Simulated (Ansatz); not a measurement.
Electronic density of states of amorphous Si$_{32}$O$_{32}$, density 2.17 g/cm³, on a 2×2×2 Γ-centred mesh with a Gaussian width of 0.1 eV; energies count from the Fermi level, whose place inside the gap is arbitrary. Cell and mesh are small, so fine structure isn't converged. Level of theory: PBE, scalar-relativistic without spin-orbit coupling (plane waves to 420 eV, PAW; Ansatz, a first-principles code). Sampling: a 2×2×2 Γ-centred mesh; Fermi-Dirac width 0.02 eV; no spin polarisation. The usual formal charges leave 64 electrons over, so the level spacing at the Fermi energy parts defect or band states and needn't be the band gap.

A CHGNet melt-quench gave the starting glass, which DFT then relaxed. O atoms were pushed apart under 1.9 Å during the dynamics, to hinder bonds among them. The hot cell started wider than the set density and was brought back towards it in steps. It is the lowest in DFT energy of 2 quenches. It is a model cell: composition and starting density were chosen by hand, and all elements were melted together. No dispersion term was used. Its density started from a set value of 2.17 and ended at 2.17 g/cm³. The quench (nominally 290 K/ps over its main leg) was far faster than any real one, so the model tends to hold more defects than a real film. A cell of this size samples the disorder only roughly. The volume was held where the preparation left it, at a PBE pressure of -1.0 GPa (tension). Stress components on the final sampling reach 2.5 GPa. On a 2×2×2 Γ-centred mesh force components of up to 0.19 eV/Å stay, since the relaxation ran on the zone centre alone.

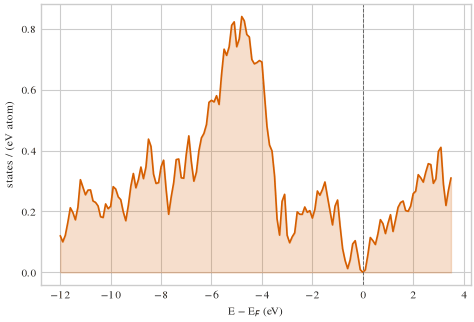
Figure. Density of states per atom

The level spacing at the Fermi energy on this mesh is 0.48 eV; the broadening fills part of it in the curve.
